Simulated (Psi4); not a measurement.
# GeSiH6 (SMILES [SiH3][GeH3]) at 5 levels

Wanted: a comparison of 5 runs (B3LYP/cc-pVDZ, BLYP/cc-pVDZ, M06-L/cc-pVDZ, TPSS/cc-pVDZ, r2SCAN/cc-pVDZ) of GeSiH6. 

The results are computed with Psi4 1.11.

5 further runs of the same task are left out: 4 that didn't finish, 1 set aside as unsound or not needed. Runs told in other sessions of the task aren't counted.

### Step 1. Starting point

The species is GeSiH6 (8 atoms), meant as a singlet with charge 0. SMILES: `[SiH3][GeH3]`. The Si1–H5 distance was set to 2.230 Å, away from the relaxed value. At this shape a bond of the SMILES string is far longer than usual.

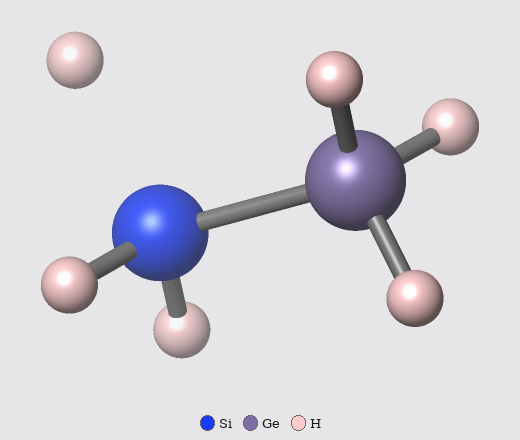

The structure, seen from a chosen angle (silicon blue, germanium purple, hydrogen pink).

### Step 2. A single-point energy at B3LYP/cc-pVDZ (run 1)

Contents of geh6si.dat:

```
memory 2.2 GB

molecule molecule1 {
  Si    -1.71101661    -0.33537536    -1.36365283
  Ge     0.26639280    -1.80992866     2.39236682
  H     -4.31543716     0.55411872    -0.79805780
  H     -1.85104532    -2.40443650    -3.25923710
  H      0.49284057     2.86199022    -2.99975125
  H      0.43533432     0.32054857     4.36146144
  H      2.95849664    -2.74855563     1.82866151
  H     -1.24349837    -4.00654631     3.55020201
  units au
  symmetry c1
}

set basis cc-pVDZ
set puream true
set e_convergence 1e-09
set d_convergence 1e-08
set scf_type pk
set dft_radial_points 99
set dft_spherical_points 590

result, w = energy("b3lyp", return_wfn=True)
oeprop(w, "QUADRUPOLE", "LOWDIN_CHARGES", "WIBERG_LOWDIN_INDICES")
```

Command:

```console
$ psi4 -n 1 geh6si.dat geh6si.out
```

geh6si.out:

```text
[...]
  Running in c1 symmetry.
[...]
  Nuclear repulsion =  170.256902232746967
[...]
  Multiplicity = 1
[...]
  Nalpha       = 26
  Nbeta        = 26
[...]
    Number of basis functions: 75
[...]
   @RKS iter   1: -2369.21929520001777   -2.89001e+00   1.59782e-02 ADIIS/DIIS
[...]
   @RKS iter  10: -2370.05376451546954   -7.95808e-11   5.52685e-09 DIIS
[...]
  @RKS Final Energy: -2370.05376451546954
   => Energetics <=
    Nuclear Repulsion Energy =            170.2569022327469668
    One-Electron Energy =               -3637.5486769369808826
    Two-Electron Energy =                1179.3793072388791643
    DFT Exchange-Correlation Energy =     -82.1412970501149573
    Empirical Dispersion Energy =           0.0000000000000000
    VV10 Nonlocal Energy =                  0.0000000000000000
    Total Energy =                      -2370.0537645154699931
[...]
 Multipole Moments:
 ------------------------------------------------------------------------------------
     Multipole            Electronic (a.u.)      Nuclear  (a.u.)        Total (a.u.)
 ------------------------------------------------------------------------------------
 L = 1.  Multiply by 2.5417464519 to convert [e a0] to [Debye]
 Dipole X            :          3.4635223           -3.6688503           -0.2053279
 Dipole Y            :         -3.9209359            3.5680530           -0.3528829
 Dipole Z            :          8.1867339           -7.9682746            0.2184593
 Magnitude           :                                                    0.4630447
 L = 2.  Multiply by 1.3450342976 to convert [e a0^2] to [Debye ang]
 Quadrupole XX       :        -95.7442368           69.3886100          -26.3556269
 Quadrupole XY       :         31.7496244          -31.9846223           -0.2349979
[...]
```

Wall time 16 s (1 thread of Intel Xeon 6975P-C (Granite Rapids), shared host); peak memory 1.4 GiB.

### Step 3. The energy at BLYP/cc-pVDZ (run 2)

Contents of geh6si.xyz:

```xyz
8
GeH6Si
Si    -0.905431    -0.177473    -0.721614
Ge     0.140969    -0.957773     1.265986
H     -2.283631     0.293227    -0.422314
H     -0.979531    -1.272373    -1.724714
H      0.260800     1.514500    -1.587400
H      0.230369     0.169627     2.307986
H      1.565569    -1.454473     0.967686
H     -0.658031    -2.120173     1.878686
```

Contents of job.py:

```python
import psi4

psi4.set_memory('2200 MB')
psi4.set_num_threads(1)
psi4.core.set_output_file('output.dat', False)

with open('geh6si.xyz') as f:
    atoms = ''.join(f.readlines()[2:])
molecule = psi4.geometry('0 1\n' + atoms + 'symmetry c1')

psi4.set_options({
    'basis': 'cc-pVDZ',
    'puream': True,
    'e_convergence': 1e-09,
    'd_convergence': 1e-08,
    'scf_type': 'pk',
    'dft_radial_points': 99,
    'dft_spherical_points': 590,
})

energy_value, wavefunction = psi4.energy('BLYP', return_wfn=True)
psi4.oeprop(wavefunction, 'MAYER_INDICES', 'WIBERG_LOWDIN_INDICES', 'DIPOLE', title='BLYP')
print('E =', round(energy_value, 9))
```

Command:

```console
$ python job.py
```

output.dat:

```text
[...]
  Running in c1 symmetry.
[...]
  Nuclear repulsion =  170.256902218182489
[...]
  Multiplicity = 1
[...]
  Nalpha       = 26
  Nbeta        = 26
[...]
    Number of basis functions: 75
[...]
   @RKS iter   1: -2369.11911418225327   -2.59963e+00   1.62983e-02 DIIS/ADIIS
[...]
   @RKS iter  12: -2370.01323638445592   -4.54747e-13   2.50779e-09 DIIS
[...]
  @RKS Final Energy: -2370.01323638445592
   => Energetics <=
    Nuclear Repulsion Energy =            170.2569022181824892
    One-Electron Energy =               -3637.0961246307406327
    Two-Electron Energy =                1198.8240979283752949
    DFT Exchange-Correlation Energy =    -101.9981119002730594
    Empirical Dispersion Energy =           0.0000000000000000
    VV10 Nonlocal Energy =                  0.0000000000000000
    Total Energy =                      -2370.0132363844559222
[...]
 Multipole Moments:
 ------------------------------------------------------------------------------------
     Multipole            Electronic (a.u.)      Nuclear  (a.u.)        Total (a.u.)
 ------------------------------------------------------------------------------------
 L = 1.  Multiply by 2.5417464519 to convert [e a0] to [Debye]
 Dipole X            :          3.4714543           -3.6688503           -0.1973960
 Dipole Y            :         -3.9089900            3.5680530           -0.3409370
 Dipole Z            :          8.1803567           -7.9682746            0.2120822
 Magnitude           :                                                    0.4474171
[...]
```

Standard output:

```text
E = -2370.013236384
```

Wall time 15 s (1 thread of Intel Xeon 6975P-C (Granite Rapids), shared host); peak memory 1.4 GiB.

Runs 3 to 4 aren't shown in full; the table further down has their settings and results.

### Step 4. Energy and gradient at r2SCAN/cc-pVDZ (run 5)

Contents of run_ase.py:

```python
import numpy as np
from ase.calculators.psi4 import Psi4
from ase import Atoms

atoms = Atoms(['Si', 'Ge', 'H', 'H', 'H', 'H', 'H', 'H'], positions=[
    [-0.905431, -0.177473, -0.721614],
    [0.140969, -0.957773, 1.265986],
    [-2.283631, 0.293227, -0.422314],
    [-0.979531, -1.272373, -1.724714],
    [0.260800, 1.514500, -1.587400],
    [0.230369, 0.169627, 2.307986],
    [1.565569, -1.454473, 0.967686],
    [-0.658031, -2.120173, 1.878686],
])
calc = Psi4(atoms=atoms, method='r2scan', basis='cc-pVDZ', memory='2200MB', num_threads=1, charge=0, multiplicity=1, label='calc')
calc.psi4.set_options({'puream': True, 'e_convergence': 1e-09, 'd_convergence': 1e-08, 'scf_type': 'pk', 'dft_radial_points': 99, 'dft_spherical_points': 590})
atoms.calc = calc

forces = atoms.get_forces()
print(f'energy: {atoms.get_potential_energy():.6f} eV')
print('forces / eV A^-1')
print(np.round(forces, 5))
```

Command:

```console
$ python run_ase.py
```

calc.dat:

```text
[...]
  Running in c1 symmetry.
[...]
  Nuclear repulsion =  170.256902218182489
[...]
  Multiplicity = 1
[...]
  Nalpha       = 26
  Nbeta        = 26
[...]
    Number of basis functions: 75
[...]
   @RKS iter   1: -2369.08628170122165   -2.70216e+00   1.61190e-02 DIIS/ADIIS
[...]
   @RKS iter  11: -2369.93710244425165   -5.00222e-12   5.05426e-09 DIIS
[...]
  @RKS Final Energy: -2369.93710244425165
   => Energetics <=
    Nuclear Repulsion Energy =            170.2569022181824892
    One-Electron Energy =               -3637.6438658348943136
    Two-Electron Energy =                1199.3965770685772441
    DFT Exchange-Correlation Energy =    -101.9467158961169844
    Empirical Dispersion Energy =           0.0000000000000000
    VV10 Nonlocal Energy =                  0.0000000000000000
    Total Energy =                      -2369.9371024442516500
[...]
  -Total Gradient:
     Atom            X                  Y                   Z
    ------   -----------------  -----------------  -----------------
       1       -0.031482022488    -0.040307713213     0.016875416649
       2       -0.004032184685    -0.002669814884    -0.000735585272
       3        0.002547067809    -0.004156682395     0.001150282818
       4       -0.001173063017     0.000317707135     0.004850779613
       5        0.031947399392     0.045936783303    -0.023210754115
       6        0.000373792156     0.000148289667     0.000313807800
       7        0.000475793557     0.000043717061     0.000238012081
       8        0.001206935913     0.000437772661     0.000681471043
[...]
```

On the terminal:

```text
energy: -64489.273348 eV
forces / eV A^-1
[[ 1.61887e+00  2.07271e+00 -8.67770e-01]
 [ 2.07340e-01  1.37290e-01  3.78300e-02]
 [-1.30980e-01  2.13750e-01 -5.91500e-02]
 [ 6.03200e-02 -1.63400e-02 -2.49440e-01]
 [-1.64280e+00 -2.36216e+00  1.19354e+00]
 [-1.92200e-02 -7.63000e-03 -1.61400e-02]
 [-2.44700e-02 -2.25000e-03 -1.22400e-02]
 [-6.20600e-02 -2.25100e-02 -3.50400e-02]]
```

It took 53 s on 1 thread of Intel Xeon 6975P-C (Granite Rapids), shared host; peak memory 1.6 GiB.

### Step 5. Overview of the runs

```tsv
run	level	task	energy (Eh)	dipole moment (D)	HOMO energy (eV)	LUMO energy (eV)	wall time
1	B3LYP/cc-pVDZ	energy	-2370.053765	1.18	-7.59	-1.82	16 s
2	BLYP/cc-pVDZ	energy	-2370.013236	1.14	-6.59	-2.31	15 s
3	M06-L/cc-pVDZ	gradient	-2369.921681	1.26	-7.00	-2.17	51 s
4	TPSS/cc-pVDZ	gradient	-2369.993624	1.16	-6.96	-2.32	54 s
5	r2SCAN/cc-pVDZ	gradient	-2369.937102	1.13	-7.05	-2.33	53 s
```

### Step 6. Summary of results

| quantity | value |
| --- | --- |
| run 5: total energy | -2369.93710 Eh |
| run 5: dipole moment | 1.13 D |
| run 5: HOMO energy | -7.05 eV |
| run 5: LUMO energy | -2.33 eV |
| run 5: HOMO–LUMO gap | 4.72 eV |
| run 5: largest force on an atom | 3.115 eV/Å |

What this shows: The dipole moment (its size) runs from 1.13 D (r2SCAN/cc-pVDZ) to 1.26 D (M06-L/cc-pVDZ). The HOMO–LUMO gap runs from 4.28 eV (BLYP/cc-pVDZ) to 5.77 eV (B3LYP/cc-pVDZ). Totals of different functionals can't be ranked against each other. In all runs a closed-shell determinant meets a far-stretched bond; if it breaks into open shells, such a determinant describes it badly, and no broken-symmetry solution was shown. All runs together took 3.2 min, the longest 54 s.
